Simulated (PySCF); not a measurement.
Input file:

```
{"job": {"kind": "nmr", "xc": "PBE0", "basis": "pcSseg-1"}, "charge": 0, "multiplicity": 1}
C     -1.890889     0.824430     1.492819
C     -2.163617     0.050328     0.206245
Si    -0.958408    -1.400950    -0.055517
Cl    -1.417598    -2.361190    -1.786799
C      0.758358    -0.720484    -0.221288
C      1.866660    -0.247277    -0.339011
Si     3.559374     0.472551    -0.526616
F      3.688635     1.646080     0.569645
H     -2.005111     0.181048     2.362284
H     -2.583853     1.657912     1.593526
H     -0.877232     1.218909     1.494809
H     -3.192690    -0.316451     0.221863
H     -2.097749     0.739277    -0.639543
H     -0.988366    -2.373288     1.038348
H      4.584526    -0.497287    -0.173138
H      3.710360     1.135334    -1.812848
```

Run with:

```sh
OMP_NUM_THREADS=1 python probes_run.py task.json out
```

Geometry: GFN2-xTB.

Level of theory: PySCF 2.14.0, PBE0/pcSseg-1, SCF density, gas phase, non-relativistic.

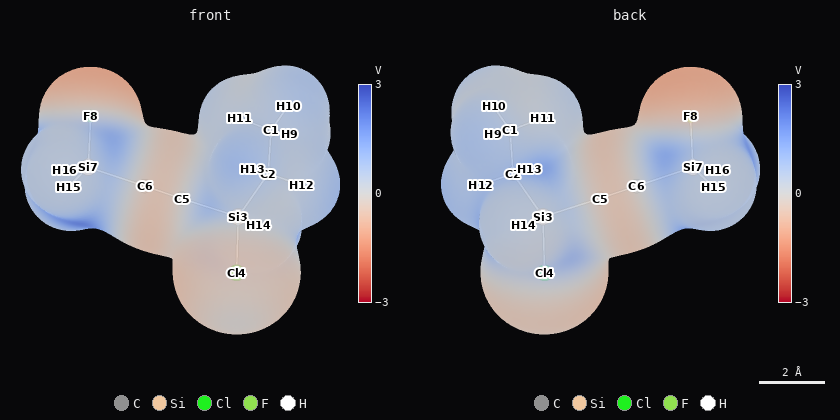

C₄H₈ClFSi₂. The molecular electrostatic potential painted on the density surface at 0.002 e/bohr³, seen from the front and from behind; red is negative and blue positive.

**Where is the surface potential most negative and most positive?**

The most negative region (about −1.0 V) lies over F8, the most positive (about +2.0 V) over Si7.
